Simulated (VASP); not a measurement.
Band structure of MgB₂ (AlB2 type). Calculation: vdW-DF-cx, VASP's PBE PAW potentials (set 64) (plane waves; VASP).

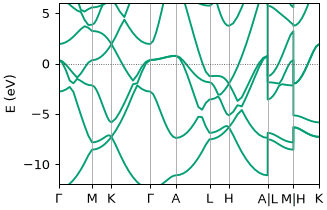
Figure: Bands along high-symmetry lines, zero at the valence-band maximum or, without a gap, the Fermi level

### Question
Read the plot: is there a gap, and where are the band edges?

### Answer
It has no gap at this level: it comes out as a metal or semimetal. (Edges off the drawn lines would not show.)

The compound is MgB2 in the AlB2 type structure. It was relaxed first.
